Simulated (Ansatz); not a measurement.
**GeSiH3ClO (SMILES [SiH3][O][Ge][Cl]) at HF/3-21G**

What is the energy change on altering one bond length of GeSiH3ClO at HF/3-21G? 

The calculation is run with Ansatz 0.2.0.

125 further runs of the same task are left out: 125 set aside as unsound or not needed.

## (1) The structure to begin with

GeSiH3ClO has 7 atoms, charge 0, and is taken as a singlet. SMILES: `[SiH3][O][Ge][Cl]`. The coordinates come from a PBE0-D4/def2-TZVP relaxation. This is one conformer, not always the lowest.

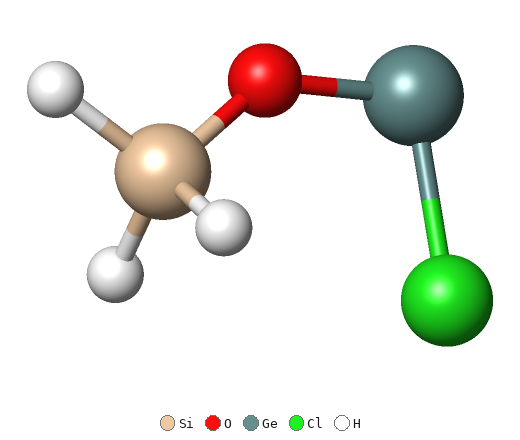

Viewed from a chosen angle; silicon light orange, oxygen red, germanium teal, chlorine green, hydrogen white.

## (2) A single-point energy at HF/3-21G

Contents of run.yaml:

```yaml
crystal:
  periodic: [false, false, false]
  atoms:
    - {symbol: Si, position_ang: [0.184400, 0.664200, -0.614200]}
    - {symbol: O, position_ang: [0.434500, -0.959500, -0.413800]}
    - {symbol: Ge, position_ang: [0.076600, -2.215900, 0.776900]}
    - {symbol: Cl, position_ang: [-0.991800, -0.995100, 2.277600]}
    - {symbol: H, position_ang: [0.795900, 1.045400, -1.911300]}
    - {symbol: H, position_ang: [-1.268900, 0.965100, -0.643300]}
    - {symbol: H, position_ang: [0.830700, 1.427800, 0.482400]}
basis:
  gaussian: {orbitals: 3-21G-spherical.json}
hamiltonian: {xc: hf}
accuracy: high
output: {orbitals: {seedname: orbitals}}
```

The basis set 3-21G is read from a file made from the Basis Set Exchange's data (not shown).

Launch:

```bash
ansatz run run.yaml --threads 1 --pin off --max-ram 3480MiB --events-out events.jsonl --progress --plain --runs-dir runs
```

Standard output:

```text
Warning: RAYON_NUM_THREADS=1 ignored (pool sized by the plan → 1); use --threads N
Functional definition: HF
  name "HF"
  exchange = exact_x
  correlation = 0
1276 factors; integrals over basis functions are off by at most 4.7e-9 eV
mean field evaluation 1: about -78538.7958 eV, gradient 3.5e1 eV
mean field evaluation 2: about -78539.0636 eV, gradient 3.5e1 eV
mean field evaluation 4: about -78541.6367 eV, gradient 2.4e0 eV
mean field evaluation 8: about -78541.6752 eV, gradient 2.0e-1 eV
mean field evaluation 16: about -78541.6755 eV, gradient 4.0e-8 eV
mean field -78541.67548846 eV, -2886.3533367412 hartree, gradient 4.0e-8 eV, S^2 0.000000; 0 other end points of the search recorded, 0 dependent functions left out
reference -78541.67548846 eV, -2886.3533367412 hartree; 37, 37 occupied and 26, 26 virtual orbitals, 1276 factors
Total energy: -78541.67548846 eV, -2886.3533367412 hartree
```

Wall time 1.2 s (1 thread of Arm Neoverse V1, shared host); peak memory 0.16 GiB.

## (3) The distorted shape at the same level

Contents of input.yaml:

```yaml
basis:
  gaussian:
    orbitals: 3-21G-spherical.json
crystal:
  periodic: [false, false, false]
  atoms:
    - symbol: Si
      position_ang: [-0.549401, 0.206760, 0.942321]
    - symbol: O
      position_ang: [-0.299301, -1.416940, 1.142721]
    - symbol: Ge
      position_ang: [-0.657201, -2.673340, 2.333421]
    - symbol: Cl
      position_ang: [-1.725601, -1.452540, 3.834121]
    - symbol: H
      position_ang: [0.795900, 1.045400, -1.911300]
    - symbol: H
      position_ang: [-2.002701, 0.507660, 0.913221]
    - symbol: H
      position_ang: [0.096899, 0.970360, 2.038921]
output:
  orbitals: {seedname: orbitals}
accuracy: high
hamiltonian:
  xc: hf
```

The basis set 3-21G is read from a file made from the Basis Set Exchange's data (not shown).

Launch:

```bash
ansatz run input.yaml --threads 1 --pin off --max-ram 3480MiB --events-out events.jsonl --progress --plain --runs-dir runs
```

Standard output:

```text
Warning: RAYON_NUM_THREADS=1 ignored (pool sized by the plan → 1); use --threads N
Functional definition: HF
  name "HF"
  exchange = exact_x
  correlation = 0
1259 factors; integrals over basis functions are off by at most 8.0e-9 eV
mean field evaluation 1: about -78532.9088 eV, gradient 3.4e1 eV
mean field evaluation 2: about -78533.1489 eV, gradient 3.5e1 eV
mean field evaluation 4: about -78536.2479 eV, gradient 2.6e0 eV
mean field evaluation 8: about -78536.2944 eV, gradient 2.2e-1 eV
mean field evaluation 16: about -78536.2947 eV, gradient 7.1e-8 eV
mean field -78536.29470201 eV, -2886.1555964864 hartree, gradient 7.1e-8 eV, S^2 0.000000; 0 other end points of the search recorded, 0 dependent functions left out
reference -78536.29470201 eV, -2886.1555964864 hartree; 37, 37 occupied and 26, 26 virtual orbitals, 1259 factors
Total energy: -78536.29470201 eV, -2886.1555964864 hartree
```

It took 1.3 s on 1 thread of Arm Neoverse V1, shared host; peak memory 0.16 GiB.

## (4) What came out

Level: HF/3-21G.

```
                                                          quantity           value
                                         first shape: total energy  -2886.35334 Eh
                                          first shape: HOMO energy       -10.46 eV
                                          first shape: LUMO energy         0.39 eV
                                        first shape: HOMO–LUMO gap        10.84 eV
                                     distorted shape: total energy  -2886.15560 Eh
                                      distorted shape: HOMO energy        -7.69 eV
                                      distorted shape: LUMO energy        -0.56 eV
                                    distorted shape: HOMO–LUMO gap         7.13 eV
energy change with the Si1–H5 bond stretched from 1.484 to 3.264 Å        5.381 eV
```

What this shows: One bond (distorted shape) is far stretched, which a spin-restricted single reference describes badly; a broken-symmetry solution may lie lower. With the Si1–H5 bond stretched from 1.484 to 3.264 Å the energy rises by 5.38 eV (124 kcal/mol). The first shape isn't relaxed at this level, so the change isn't measured from a minimum. A restricted reference can't describe the breaking bond well at this length.
